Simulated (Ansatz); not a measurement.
# Cl$_{4}$H$_{2}$HfO: what the fields show

```
atom    x (Å)    y (Å)    z (Å)
  Hf   0.4923  -0.2915  -0.0441
   O  -0.4761  -0.4288   2.1125
   H  -1.3066  -0.9458   2.1407
  Cl   1.4902  -0.5307  -2.1577
  Cl   0.1800   2.0365   0.0580
  Cl  -1.4844  -1.5650  -0.4656
  Cl   2.3005  -1.1365   1.2694
   H   0.1272  -0.8060   2.7847
```

Core potentials replace the inner electrons of Hf.

Computed with Ansatz, RKS PBE/def2-SVP.

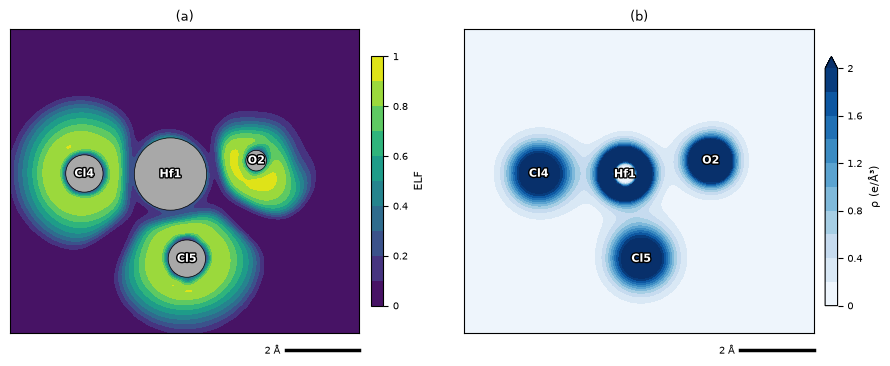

Figure 1. (a) ELF; (b) electron density on the plane of atoms Cl4, Hf1 and Cl5. Grey discs cover the atomic cores in the ELF map.

What do the fields say about this system?

Answer. The section cuts through Hf, O and Cl sites.
Hf–Cl (2.35 Å): the density is about 0.57 e/Å³ at the midpoint; the ELF peaks at about 0.85 in the valence shell of Cl, 0.8 Å from its nucleus, and is about 0.35 at the midpoint.
Hf–O (2.37 Å): the density is about 0.33 e/Å³ at the midpoint; the ELF is about 0.10 at the midpoint.

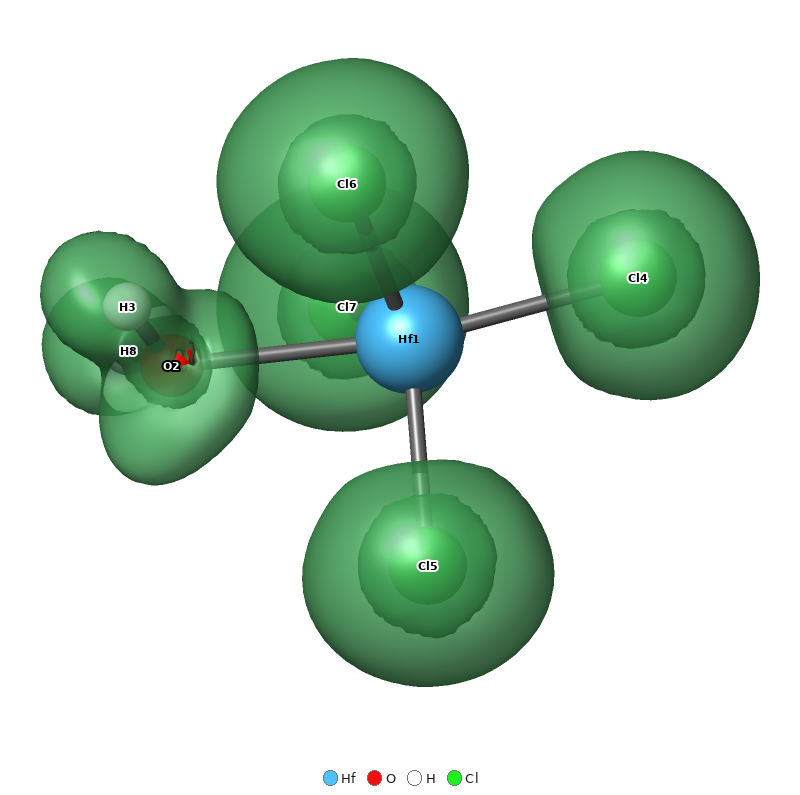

Figure 2. Isosurface of the ELF at 0.75 (green), seen from one side. Only the valence region is drawn (cores and ρ < 0.01 e/Å³ removed).

Describe the localisation domains.

Answer. The ELF exceeds this value in four regions wrapped around Cl (the valence shell of each) and one joined region spread over several atoms (H, O), in which their bonds and any lone pairs are merged.

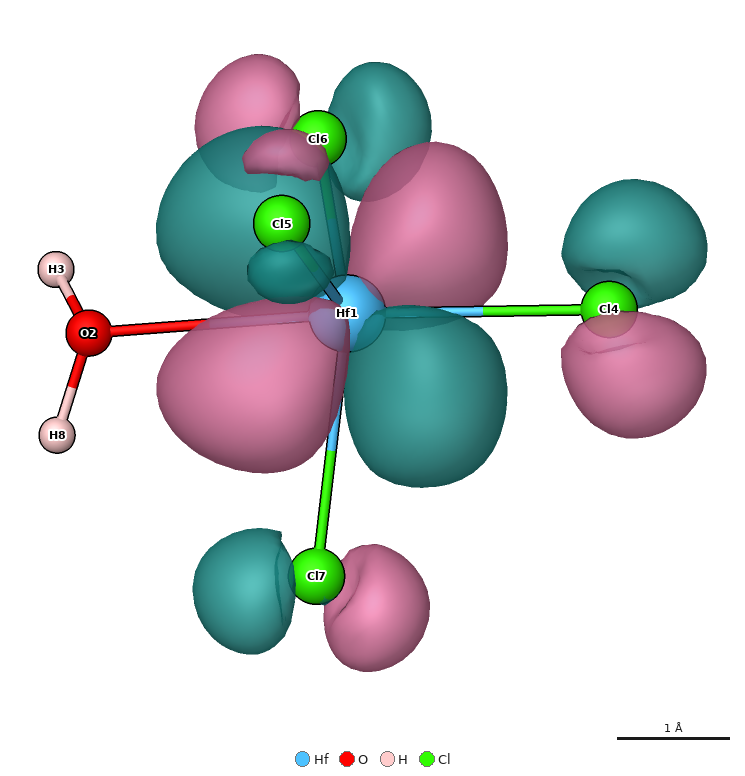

Figure 3. The LUMO at ±0.1 Å⁻³ᐟ² (teal and pink are the two phases), seen at a tilt.

Where does this orbital lie, and at what energy?

Answer. It lies mainly on Hf1 (about 70 %), Cl4 (about 10 %), Cl6 (about 5 %) and Cl7 (about 5 %). Its energy is −2.73 eV.
